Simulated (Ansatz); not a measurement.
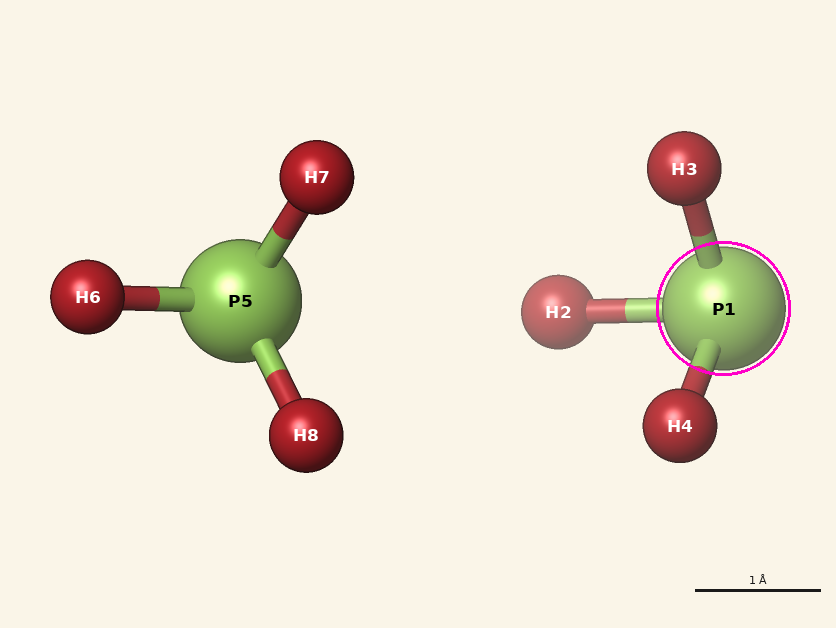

Orthographic view. Atoms fade into the background with distance from the viewer. The computed structure is the end point of a PBE-D4/def2-SVP optimisation. No frequency run is at hand to confirm it as a minimum.

Q: Name the neighbours of the circled atom.

A: The circled atom is P1; it is bonded to H2, H3, H4.

Q: Of P1 and H4, which is nearer the viewer?

A: H4; the bond to P1 points away from the viewer, so it looks shorter than its 1.44 Å.

Q: Which atom is farthest from the viewer?

A: H2, 1.5 Å behind the mean position.

Q: Which two atoms are farthest apart in space?

A: P1 and H6, 5.39 Å.
